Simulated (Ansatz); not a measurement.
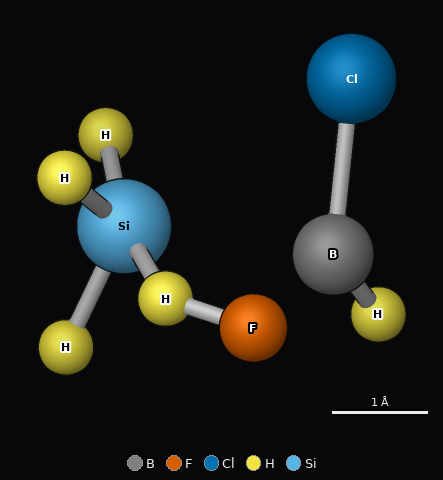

Figure 1. The input geometry (ball-and-stick view, seen at a tilt). Bond lengths as drawn: B–Cl 1.86 Å, B–H 1.19 Å, F–H 1.07 Å and H–Si 1.44 to 1.46 Å.

## BSiH5ClF: geometry relaxation

System: BSiH5ClF.
Method: RHF/def2-SVP (Ansatz 0.2.0).

The input holds or restrains some coordinates. It belongs to a series of runs on one base structure; here: pulled along the bonds that form and break, towards end A.

### Log
```
The last accepted step is kept in [file] (removed where the run ends without a failure and the disk answers)
Engine: ansatz 0.2.0, aarch64-unknown-linux-gnu
Functional definition: HF
  exchange = exact_x
  correlation = 0
923 factors; integrals over basis functions are off by at most 3.2e-4 eV
mean field evaluation 1: about -23806.1184 eV, gradient 2.3e1 eV
mean field evaluation 2: about -23806.1997 eV, gradient 2.3e1 eV
mean field evaluation 4: about -23808.0535 eV, gradient 3.2e0 eV
mean field evaluation 8: about -23808.1189 eV, gradient 1.8e-1 eV
mean field -23808.11950229 eV, -874.9322539861 hartree, gradient 3.3e-5 eV, S^2 0.000000; 0 other end points of the search recorded, 0 dependent functions left out
the calculation of the forces begins
reference -23808.11950229 eV, -874.9322539861 hartree; 25, 25 occupied and 64, 64 virtual orbitals, 923 factors
relax step   1: F+E_penalty+E_count = -23808.11950229 eV  Δ(F+E_penalty+E_count) = +0.000e0 eV  max|allowed force component| = 6.576e0 eV/Å  E_restraint = 30.62966087 eV  max|allowed force component, restraints' pulls added| = 3.370e1 eV/Å  Δτ_max = 0.0000 Å  (38 SCF iters, accepted)
  distance B 0 - Si 4 = 2.2500 Å
  distance H 8 - F 1 = 1.0668 Å
  distance B 0 - F 1 = 1.6700 Å
  distance H 8 - Si 4 = 1.4424 Å
these checks for a lower state are left out or cut short: starts, cluster_reference, orbital_swaps, neighbouring_geometries, increment
923 factors; integrals over basis functions are off by at most 3.3e-4 eV
mean field evaluation 16: about -23808.7646 eV, gradient 7.7e-1 eV
mean field -23808.76606169 eV, -874.9560146059 hartree, gradient 7.8e-5 eV, S^2 0.000000; 0 other end points of the search recorded, 0 dependent functions left out
[... from here on the field's lines of each further geometry are left out, up to the last ...]
relax step   2: F+E_penalty+E_count = -23808.76606169 eV  Δ(F+E_penalty+E_count) = -6.466e-1 eV  max|allowed force component| = 5.084e0 eV/Å  E_restraint = 15.63818489 eV  max|allowed force component, restraints' pulls added| = 2.775e1 eV/Å  Δτ_max = 0.1997 Å  (41 SCF iters, accepted)
relax step   3: F+E_penalty+E_count = -23810.25122866 eV  Δ(F+E_penalty+E_count) = -1.485e0 eV  max|allowed force component| = 4.563e0 eV/Å  E_restraint = 6.01699959 eV  max|allowed force component, restraints' pulls added| = 1.720e1 eV/Å  Δτ_max = 0.1949 Å  (41 SCF iters, accepted)
relax step   4: F+E_penalty+E_count = -23811.51840274 eV  Δ(F+E_penalty+E_count) = -1.267e0 eV  max|allowed force component| = 2.492e0 eV/Å  E_restraint = 1.22536046 eV  max|allowed force component, restraints' pulls added| = 8.756e0 eV/Å  Δτ_max = 0.1947 Å  (33 SCF iters, accepted)
relax step   5: F+E_penalty+E_count = -23813.00620702 eV  Δ(F+E_penalty+E_count) = -1.488e0 eV  max|allowed force component| = 2.146e0 eV/Å  E_restraint = 0.13059995 eV  max|allowed force component, restraints' pulls added| = 3.588e0 eV/Å  Δτ_max = 0.1942 Å  (32 SCF iters, accepted)
relax step   6: F+E_penalty+E_count = -23814.30671350 eV  Δ(F+E_penalty+E_count) = -1.301e0 eV  max|allowed force component| = 1.576e0 eV/Å  E_restraint = 0.01633276 eV  max|allowed force component, restraints' pulls added| = 1.848e0 eV/Å  Δτ_max = 0.1948 Å  (32 SCF iters, accepted)
relax step   7: F+E_penalty+E_count = -23815.06957643 eV  Δ(F+E_penalty+E_count) = -7.629e-1 eV  max|allowed force component| = 1.107e0 eV/Å  E_restraint = 0.01867106 eV  max|allowed force component, restraints' pulls added| = 1.425e0 eV/Å  Δτ_max = 0.1949 Å  (32 SCF iters, accepted)
relax step   8: F+E_penalty+E_count = -23815.36176081 eV  Δ(F+E_penalty+E_count) = -2.922e-1 eV  max|allowed force component| = 7.610e-1 eV/Å  E_restraint = 0.01867420 eV  max|allowed force component, restraints' pulls added| = 6.345e-1 eV/Å  Δτ_max = 0.1947 Å  (32 SCF iters, accepted)
relax step   9: F+E_penalty+E_count = -23815.40013619 eV  Δ(F+E_penalty+E_count) = -3.838e-2 eV  max|allowed force component| = 5.425e-1 eV/Å  E_restraint = 0.01020578 eV  max|allowed force component, restraints' pulls added| = 2.213e-1 eV/Å  Δτ_max = 0.1999 Å  (32 SCF iters, accepted)
the calculation of the forces begins
reference -23815.41566994 eV, -875.2003832016 hartree; 25, 25 occupied and 64, 64 virtual orbitals, 923 factors
relax step  10: F+E_penalty+E_count = -23815.41566994 eV  Δ(F+E_penalty+E_count) = -1.553e-2 eV  max|allowed force component| = 6.288e-1 eV/Å  E_restraint = 0.00982599 eV  max|allowed force component, restraints' pulls added| = 1.246e-1 eV/Å  Δτ_max = 0.0904 Å  (32 SCF iters, accepted)
  distance B 0 - Si 4 = 3.1636 Å
  distance H 8 - F 1 = 2.1383 Å
  distance B 0 - F 1 = 1.3102 Å
  distance H 8 - Si 4 = 1.4665 Å
923 factors; integrals over basis functions are off by at most 6.5e-4 eV
mean field evaluation 96: about -23815.4157 eV, gradient 3.6e-3 eV
```

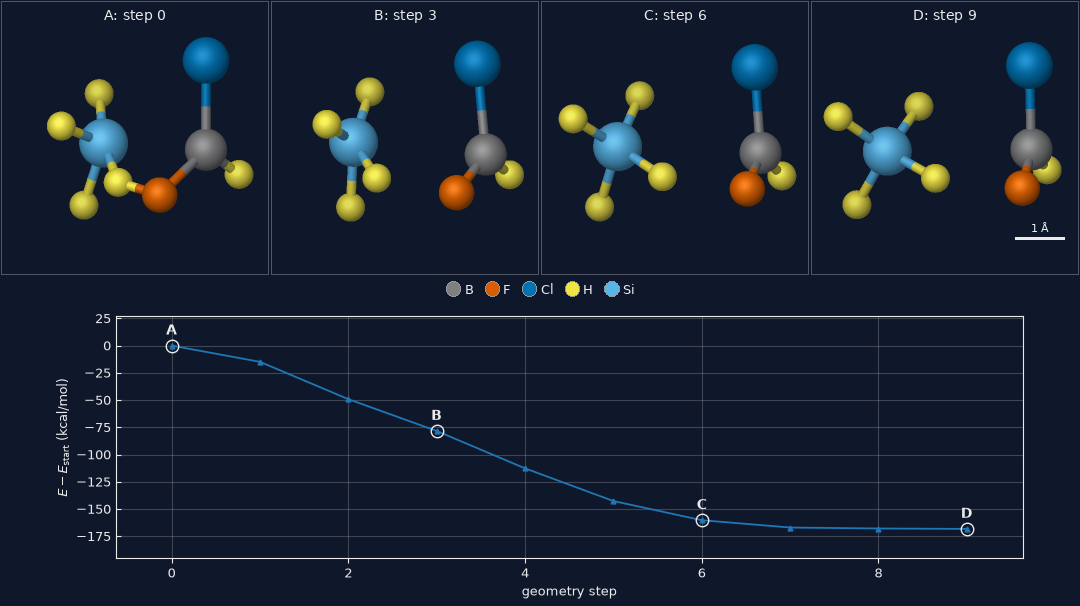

Figure 2. Frames of the restrained relaxation (ball-and-stick view, seen at a tilt) above the curves, on which the letters mark them (the first geometry is step 0 here and step 1 in the log).

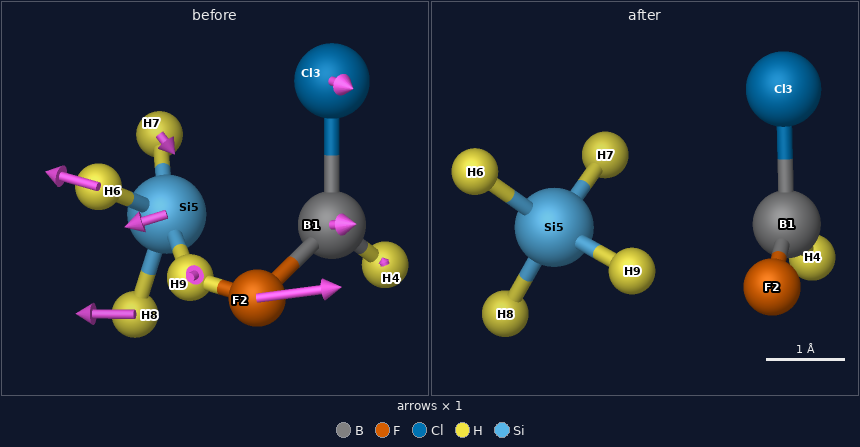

Figure 3. Before (left) and after (right) the restrained relaxation, at one scale (ball-and-stick view, seen at a tilt). The pink arrows give the displacements, at true length. The energy falls by 168.3 kcal/mol in 9 geometry steps. The largest force component goes from 6.6 to 0.63 eV/Å. The atom that moves furthest after the best rigid fit is F2 (1.13 Å). By element the largest moves are F 1.13 Å, H 0.81 Å, Si 0.57 Å, Cl 0.46 Å, B 0.41 Å. Among the contacts that change: F2–H9 1.067 → 2.138 Å, B1–F2 1.670 → 1.310 Å, B1–Cl3 1.860 → 1.760 Å, Si5–H9 1.442 → 1.467 Å. Bonds break: F2–H9 (1.07 → 2.14 Å). Among the angles that change: H7–Si5–H9 167.5° → 109.6°, H6–Si5–H9 69.7° → 108.6°, H8–Si5–H9 82.1° → 108.6°. (Atoms are counted from 1 in the order of the input.)

```
mean field -23815.41566994 eV, -875.2003832016 hartree, gradient 8.2e-5 eV, S^2 0.000000; 1 other end points of the search recorded, 0 dependent functions left out
the calculation of the forces begins
reference -23815.41566994 eV, -875.2003832016 hartree; 25, 25 occupied and 64, 64 virtual orbitals, 923 factors
Total energy: -23815.41566994 eV, -875.2003832016 hartree
Atom 0 at     0.013071    -0.406160    -0.033916 Å, force    -0.178518    -0.628793     0.014530 eV/Å
Atom 1 at    -0.131199    -0.984277     1.133004 Å, force    -0.021583    -0.364026    -0.277076 eV/Å
Atom 2 at     1.592486    -0.459201    -0.809685 Å, force     0.068751    -0.013606    -0.011617 eV/Å
Atom 3 at    -0.929900     0.023637    -0.615372 Å, force     0.032816     0.053619     0.022896 eV/Å
Atom 4 at     0.504162     2.511787     1.085225 Å, force     0.101287     0.560080     0.140320 eV/Å
Atom 5 at     1.797814     2.792702     1.745495 Å, force     0.007281     0.002108    -0.013626 eV/Å
Atom 6 at     0.627318     2.699843    -0.374639 Å, force    -0.020801     0.022417    -0.015003 eV/Å
Atom 7 at    -0.544732     3.410232     1.619699 Å, force     0.008295     0.000971    -0.003504 eV/Å
Atom 8 at     0.122280     1.125337     1.372689 Å, force     0.002473     0.367230     0.143081 eV/Å
Dipole moment:    -0.140369     0.167436    -0.054096 e Å
```

### Trajectory as extended XYZ (Å, eV, eV/Å), 10 frames, from step=1 to step=10
```
9
Properties=species:S:1:pos:R:3:forces:R:3 step=1 energy=-23808.11950
B     0.0000    0.0000    0.0000    1.7803   5.7357  -0.2734
F     0.0000    0.0000    1.6700   -0.3748  -2.9142   1.9425
Cl    1.6108    0.0000   -0.9300   -0.3390  -2.0601   0.3676
H    -1.0305    0.0000   -0.5950   -0.1272  -1.3782   0.5859
Si    0.4799    2.0806    0.7095   -0.1404   5.6458  -6.5759
H     1.5736    2.0261    1.6751    0.2848  -0.0845   0.7619
H     0.8770    2.9042   -0.4288    0.1859   0.4062  -0.0624
H    -0.6992    2.6635    1.3432   -0.3110   0.8008   0.7677
H     0.2397    1.0395    1.6785   -0.9586  -6.1514   2.4861
9
Properties=species:S:1:pos:R:3:forces:R:3 step=2 energy=-23808.76606
B    -0.0162   -0.1213    0.0114    1.8934   2.9327   2.8154
F    -0.0344   -0.1685    1.6038   -0.6794  -5.0839  -2.5328
Cl    1.6020   -0.0295   -0.9217   -1.4408  -1.3859   1.0567
H    -1.0355   -0.0217   -0.5884   -0.0553  -0.8182   0.2928
Si    0.5131    2.2762    0.7324   -0.5228   1.4118   0.9407
H     1.5835    2.0308    1.6896    1.1924   1.3216   0.7705
H     0.8862    2.9320   -0.4465    0.3263   0.3979  -1.4892
H    -0.7126    2.6860    1.3593   -0.7080   2.0865   0.5275
H     0.2653    1.1300    1.6827   -0.0059  -0.8624  -2.3817
9
Properties=species:S:1:pos:R:3:forces:R:3 step=3 energy=-23810.25123
B    -0.0253   -0.2158    0.0512    1.0946   1.2548   3.0864
F    -0.0682   -0.3387    1.5149   -0.2094  -3.6006  -4.5634
Cl    1.5843   -0.0381   -0.9085   -1.7199  -1.0509   1.3939
H    -1.0326   -0.0261   -0.5842    0.3357  -0.6235   0.4572
Si    0.5332    2.3912    0.7812    0.0361   0.4642   2.5851
H     1.5994    2.0477    1.6983    1.8488   2.0884   0.7539
H     0.8876    2.9305   -0.4599    0.1375  -0.0471  -1.7166
H    -0.7216    2.7093    1.3638   -1.0953   2.4823   0.4317
H     0.2945    1.2540    1.6656   -0.4280  -0.9675  -2.4283
9
Properties=species:S:1:pos:R:3:forces:R:3 step=4 energy=-23811.51840
B    -0.0391   -0.3164    0.0841    0.5772   1.6056  -0.2007
F    -0.0902   -0.4906    1.3950    0.1558  -2.2490  -1.7529
Cl    1.5570   -0.0510   -0.8840   -1.4510  -1.0665   1.3124
H    -1.0251   -0.0339   -0.5758    0.4569  -0.7644   0.5431
Si    0.5594    2.4968    0.8463    0.1983   0.2188   1.5221
H     1.6384    2.0916    1.7122    2.0137   2.2890   0.8018
H     0.8851    2.9196   -0.4817   -0.0996  -0.3403  -0.9294
H    -0.7399    2.7532    1.3691   -0.9967   2.4923   0.4117
H     0.3057    1.3445    1.6573   -0.8545  -2.1854  -1.7079
9
Properties=species:S:1:pos:R:3:forces:R:3 step=5 energy=-23813.00621
B    -0.0555   -0.3380    0.0565    1.0562   0.8254  -0.2697
F    -0.0929   -0.6692    1.3186    0.1220  -1.3040  -0.8576
Cl    1.5351   -0.0975   -0.8560   -1.1017  -0.7994   0.8791
H    -1.0272   -0.0665   -0.5710   -0.1373  -0.3153   0.1168
Si    0.5799    2.5682    0.9130   -0.1526  -1.0517   1.1605
H     1.7265    2.2256    1.7499    1.2254   2.1344   0.4301
H     0.8701    2.8898   -0.4887   -0.1709  -0.2828  -0.0629
H    -0.7566    2.8797    1.3864   -0.2557   2.1464   0.2665
H     0.2719    1.3219    1.6138   -0.5853  -1.3530  -1.6628
9
Properties=species:S:1:pos:R:3:forces:R:3 step=6 energy=-23814.30671
B    -0.0507   -0.3656    0.0357    0.5735  -0.0088   0.5149
F    -0.0870   -0.8297    1.2744    0.0836  -0.5445  -1.2650
Cl    1.5165   -0.1650   -0.8364   -0.5530  -0.5371   0.4406
H    -1.0368   -0.0878   -0.5675   -0.0790  -0.1234   0.1536
Si    0.5765    2.5726    0.9582   -0.3439  -1.3266   1.2139
H     1.7955    2.4037    1.7886    0.2570   1.5757   0.0271
H     0.8578    2.8889   -0.4606   -0.1548  -0.2102   0.1928
H    -0.7422    3.0600    1.4235    0.4420   1.3768   0.1016
H     0.2217    1.2369    1.5066   -0.2254  -0.2019  -1.3795
9
Properties=species:S:1:pos:R:3:forces:R:3 step=7 energy=-23815.06958
B    -0.0371   -0.4019    0.0182    0.0035  -0.5736   0.5605
F    -0.0790   -0.9473    1.2267    0.0635  -0.1597  -1.0876
Cl    1.5115   -0.2743   -0.8418   -0.1406  -0.2625   0.1497
H    -1.0388   -0.1011   -0.5572    0.0897  -0.0060   0.1792
Si    0.5565    2.5483    0.9985   -0.1761  -0.2591   1.1075
H     1.8147    2.5857    1.8224   -0.3816   0.7712  -0.2294
H     0.8395    2.8976   -0.4179   -0.1562  -0.2868   0.2035
H    -0.6920    3.2402    1.4784    0.7420   0.4169  -0.0634
H     0.1761    1.1668    1.3952   -0.0442   0.3596  -0.8198
9
Properties=species:S:1:pos:R:3:forces:R:3 step=8 energy=-23815.36176
B    -0.0029   -0.4157    0.0037   -0.1480  -0.7500  -0.1224
F    -0.0571   -0.9971    1.1802    0.0381  -0.2354  -0.3897
Cl    1.5256   -0.4597   -0.8997   -0.2031   0.0352   0.1919
H    -1.0038   -0.0358   -0.5291    0.2168   0.0444   0.1113
Si    0.5234    2.5326    1.0447    0.0797   0.6870   0.7610
H     1.7757    2.7366    1.8563   -0.4395   0.1084  -0.2823
H     0.7882    2.8472   -0.3791   -0.0884  -0.1845   0.0891
H    -0.6273    3.3710    1.5436    0.5013  -0.1664  -0.1572
H     0.1296    1.1348    1.3019    0.0430   0.4612  -0.2018
9
Properties=species:S:1:pos:R:3:forces:R:3 step=9 energy=-23815.40014
B    -0.0042   -0.4135   -0.0270    0.1434  -0.3851   0.1208
F    -0.0814   -0.9998    1.1421   -0.0697  -0.4369  -0.3467
Cl    1.5651   -0.3802   -0.8440   -0.1256  -0.1346   0.0019
H    -0.9737    0.0210   -0.5550   -0.0154  -0.0564  -0.0656
Si    0.5118    2.5055    1.0747    0.1197   0.5425   0.1673
H     1.7736    2.7787    1.8044   -0.0367   0.0006  -0.0774
H     0.7027    2.6665   -0.3829   -0.0274   0.0975   0.0543
H    -0.5547    3.4146    1.5623    0.0413  -0.0302  -0.0471
H     0.1121    1.1212    1.3478   -0.0295   0.4027   0.1925
9
Properties=species:S:1:pos:R:3:forces:R:3 step=10 energy=-23815.41567
B     0.0131   -0.4062   -0.0339   -0.1785  -0.6288   0.0145
F    -0.1312   -0.9843    1.1330   -0.0216  -0.3640  -0.2771
Cl    1.5925   -0.4592   -0.8097    0.0688  -0.0136  -0.0116
H    -0.9299    0.0236   -0.6154    0.0328   0.0536   0.0229
Si    0.5042    2.5118    1.0852    0.1013   0.5601   0.1403
H     1.7978    2.7927    1.7455    0.0073   0.0021  -0.0136
H     0.6273    2.6998   -0.3746   -0.0208   0.0224  -0.0150
H    -0.5447    3.4102    1.6197    0.0083   0.0010  -0.0035
H     0.1223    1.1253    1.3727    0.0025   0.3672   0.1431
```

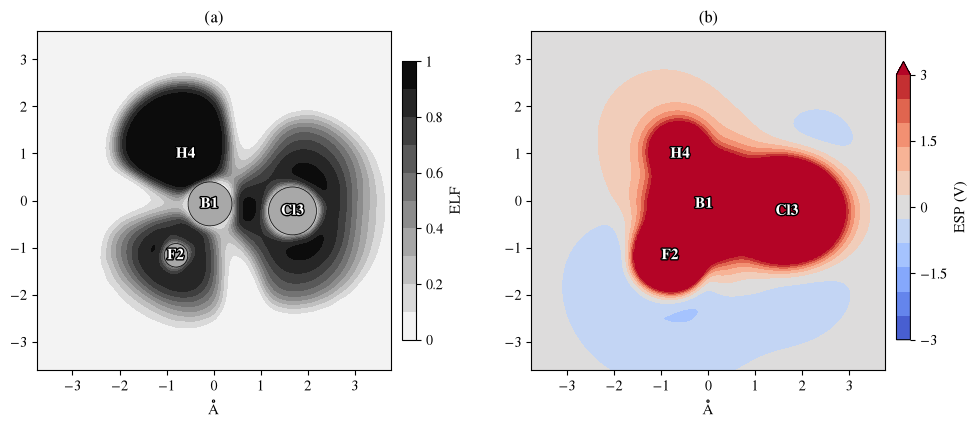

Figure 4. (a) ELF; (b) molecular electrostatic potential on the plane of atoms F2, B1 and Cl3. Grey discs, where drawn, cover atomic cores. The section cuts through B, F, Cl and H sites. B–F (1.31 Å): the ELF peaks at about 0.85 between the atoms, which marks a shared but strongly polarised pair.

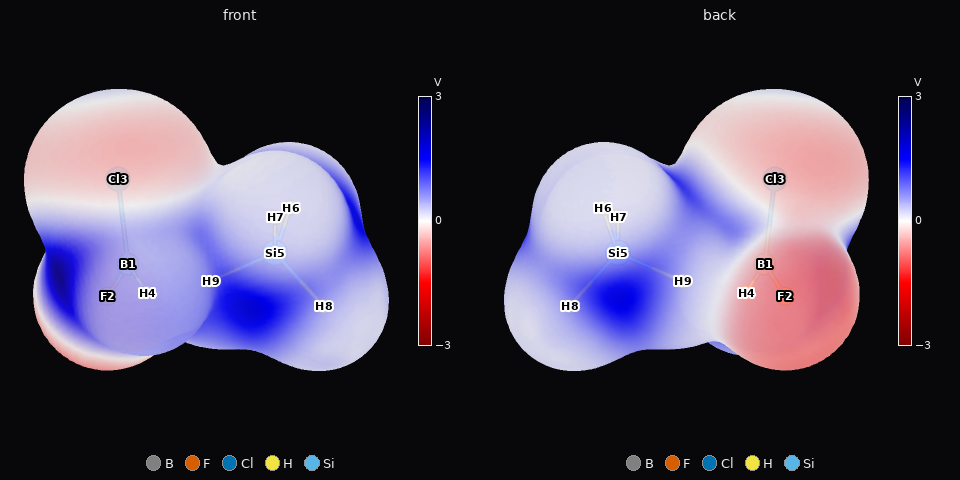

Figure 5. The electrostatic potential painted on the density surface at 0.002 e/bohr³, seen at a tilt and from behind; red is negative and blue positive.

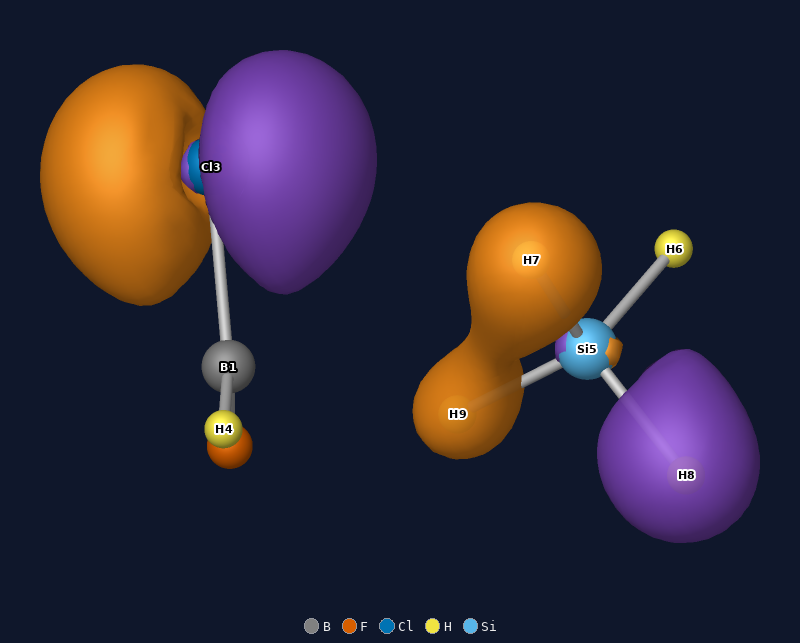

Figure 6. One frontier orbital at ±0.15 Å⁻³ᐟ² (orange and purple are the two phases), seen at a tilt. The HOMO−1, at −12.94 eV.

The run was set up as follows.

### Input
```yaml
crystal:
  periodic: [false, false, false]
  atoms:
    - { symbol: B, position_ang: [0.0, 0.0, 0.0] }
    - { symbol: F, position_ang: [0.0, 0.0, 1.67] }
    - { symbol: Cl, position_ang: [1.6108, 0.0, -0.93] }
    - { symbol: H, position_ang: [-1.0305, 0.0, -0.595] }
    - { symbol: Si, position_ang: [0.4799, 2.0806, 0.7095] }
    - { symbol: H, position_ang: [1.5736, 2.0261, 1.6751] }
    - { symbol: H, position_ang: [0.877, 2.9042, -0.4288] }
    - { symbol: H, position_ang: [-0.6992, 2.6635, 1.3432] }
    - { symbol: H, position_ang: [0.2397, 1.0395, 1.6785] }
basis:
  gaussian: { orbitals: def2-SVP }
hamiltonian:
  xc: hf
relax:
  f_tol: 0.15
  max_steps: 25
  restrain:
    - { distance: [0, 4], at: 3.15, k: 30.0 }
    - { distance: [8, 1], at: 2.12, k: 30.0 }
    - { distance: [0, 1], at: 1.32, k: 30.0 }
    - { distance: [8, 4], at: 1.46, k: 30.0 }
output:
  orbitals: {}
```

Launched with:
```bash
ansatz run input.yaml --threads 1 --pin off --max-ram 2048MiB --backend cpu --events-out ev --progress --plain --runs-dir out
```

### Key numbers

| quantity | value |
| --- | --- |
| outcome | converged under the restraints of the input |
| total energy | −23815.4157 eV |
| mean-field energy | −23815.4157 eV |
| largest force (length of the vector) at the end, held atoms and coordinates included | 0.654 eV/Å |
| hardware | 1 thread of Arm Neoverse V1, 24 GiB of memory available, shared host |
| wall time | 22 s |
| peak memory | 0.16 GiB |
